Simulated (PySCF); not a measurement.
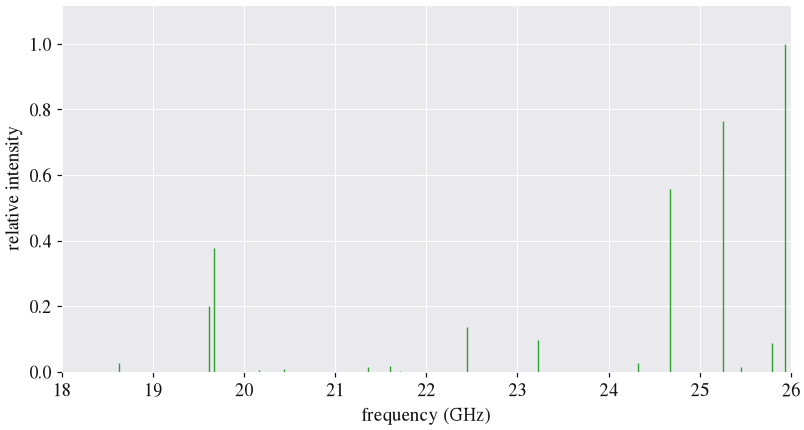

Simulated rotational absorption lines between 18 and 26 GHz at 5 K: rigid rotor with the equilibrium constants and dipole of one optimised conformer (PBE0-D3(BJ)/def2-SVP, PySCF), commonest isotopes; no centrifugal distortion, hyperfine structure, internal rotation or nuclear-spin weights; lines within 1 MHz of each other are summed.

### Which molecule gives this spectrum?
A. C₃H₅B, SMILES BC1=CC1
B. C₃H₉As, SMILES CC[AsH]C
C. AlH₂Cl, SMILES [AlH2][Cl], singlet
D. CH₈BNO, SMILES CO[BH2-][NH3+]

Option D. Rotational constants A, B, C = 15.58, 4.580, 4.088 GHz, |μa|, |μb|, |μc| = 3.44, 4.19, 0.45 D.

Caveats: coarse grid, loose stop and no frequency check, small forces are noise and the end may be a saddle.
